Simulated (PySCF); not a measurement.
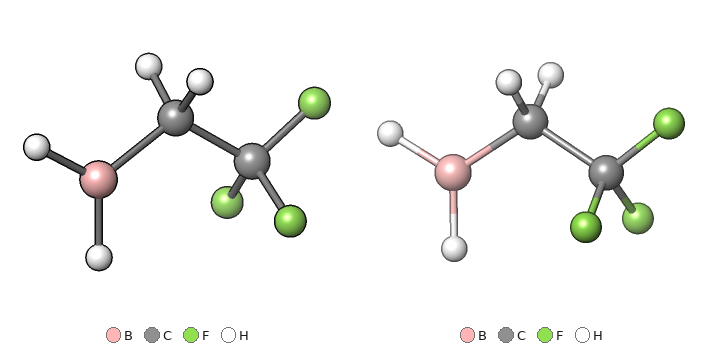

The same structure drawn twice, from different directions.

Identify the structure.

The molecule is C2H4BF3. As SMILES it reads `BCC(F)(F)F`. It has no ring. Among its groups: C–F bond, B–H bond. Coordination: 1 B trigonal planar; 2 C tetrahedral.

The parts below concern this one geometry. Atoms keep their numbers from picture to picture. The computed structure is the end point of a PBE0-D3(BJ)/def2-SVP optimisation. No frequency run is at hand to confirm it as a minimum.

## Dipole moment

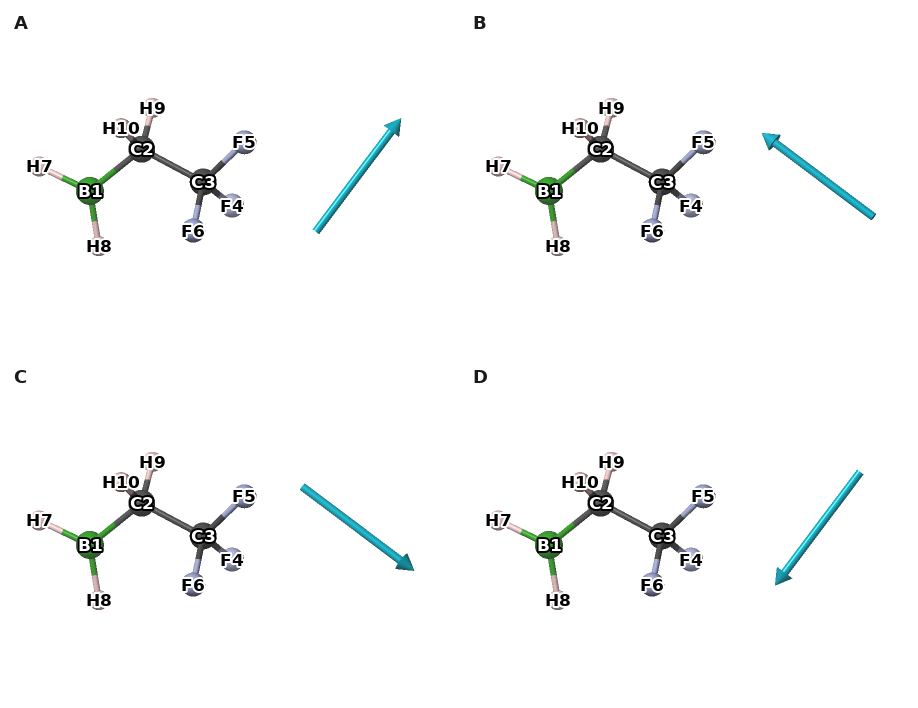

The same molecule four times, each with an arrow. No frequency run is at hand to confirm it as a minimum. Properties computed with PBE0/6-31G, gas phase (PySCF 2.14.0).

**Which arrow points along the dipole moment, from the negative to the positive end?**

B. The dipole moment is 2.48 D; it points from the side of F4, F6 to the side of H7 (the outermost atoms at the two ends).

## NMR shielding

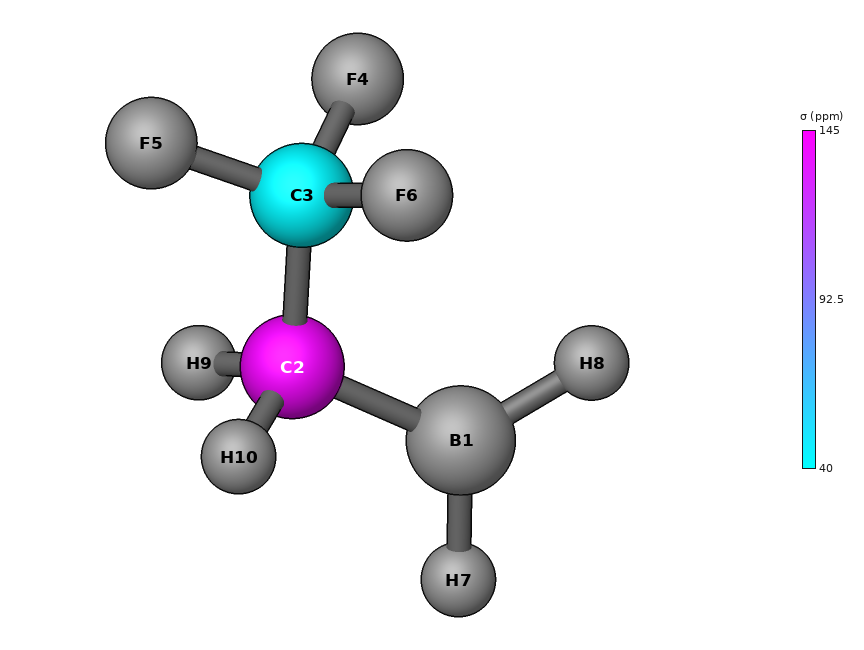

Atoms are coloured by their isotropic NMR shieldings (C only, the others grey). No frequency run is at hand to confirm it as a minimum. Level of theory: GIAO CAM-B3LYP/pcSseg-2 NMR shielding, non-relativistic, gas phase (PySCF 2.14.0).

Give the isotropic NMR shieldings of the C atoms atom by atom.

| atom | σ (ppm) |
| --- | --- |
| C2 | 140.5 |
| C3 | 43.3 |

## Quadrupole coupling

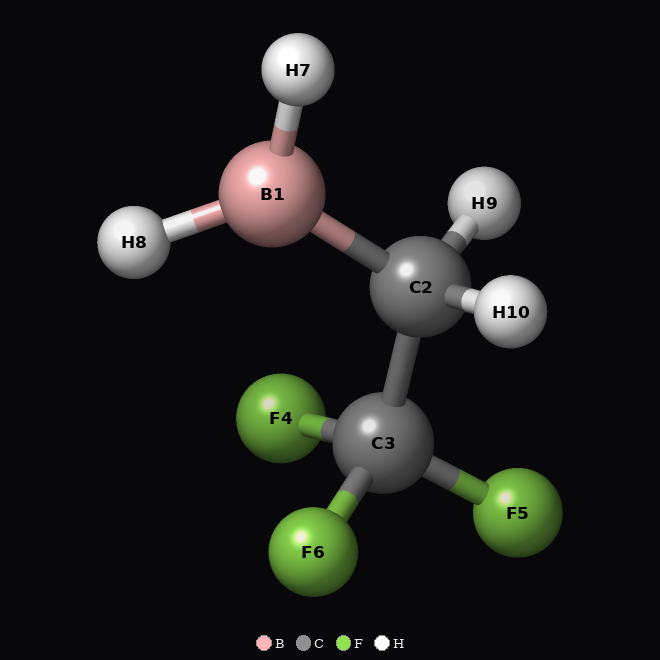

No frequency run is at hand to confirm it as a minimum. Electric field gradients from the ground-state density, PBE0/6-31G (PySCF 2.14.0), non-relativistic apart from any core potentials.

Give the largest field-gradient component, the quadrupole coupling constant and the asymmetry for 11B at B1 (Q = 40.59 mb), 2H at H7 (Q = 2.86 mb), 2H at H8 (Q = 2.86 mb), 2H at H9 (Q = 2.86 mb), 2H at H10 (Q = 2.86 mb).

```tsv
atom	V_zz (a.u.)	e²qQ/h (MHz)	η
B1	0.559	5.33	0.08
H7	0.210	0.141	0.13
H8	0.211	0.142	0.12
H9	0.295	0.198	0.06
H10	0.296	0.199	0.06
```

## Charges

The questions are on IAO charges. No frequency run is at hand to confirm it as a minimum. Level of theory: PBE0/STO-3G, gas phase (PySCF 2.14.0).

List the IAO charges.

```csv
atom,value (e)
B1,0.11
C2,−0.47
C3,0.45
F4,−0.15
F5,−0.15
F6,−0.15
H7,0.00
H8,0.01
H9,0.17
H10,0.17
```
